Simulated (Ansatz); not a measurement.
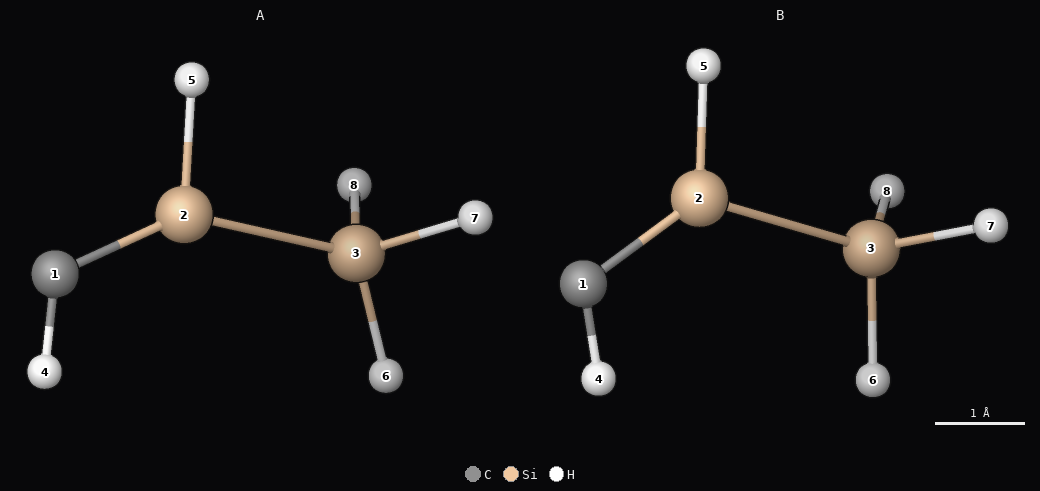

Two geometries of CH5Si2 (charge −1), drawn at one scale. One is the start of a relaxation, the other its converged end. A ball-and-stick model, seen at a tilt.

The calculation used RKS PBE0-D4/def2-SVP (Ansatz 0.2.0). (no spin polarisation; force threshold 0.015 eV/Å; at most 40 steps)

**Which of the two is the end point?**

Structure B is the relaxed one. The run prepares an end point of a later path (torsion) calculation, from a guessed geometry. H4 moves most after the best rigid fit: 0.43 Å. By element the largest moves are H 0.43 Å, Si 0.20 Å, C 0.15 Å. Some distances before and after: Si2–Si3 2.284 → 2.360 Å, Si2–H5 1.534 → 1.510 Å, Si3–H7 1.502 → 1.518 Å, C1–Si2 1.737 → 1.729 Å. Among the angles between lasting bonds that change: C1–Si2–Si3 146.0° → 131.8°, Si2–Si3–H6 121.9° → 110.2°, C1–Si2–H5 112.1° → 121.5°. The energy falls by 0.182 eV in 5 accepted moves (6 points after the start). The largest force component goes from 1.2 to 0.0056 eV/Å. The line search rejected the trial step at point 4 of the run.

Limits of the set-up: the basis has no diffuse functions, which an anion needs.
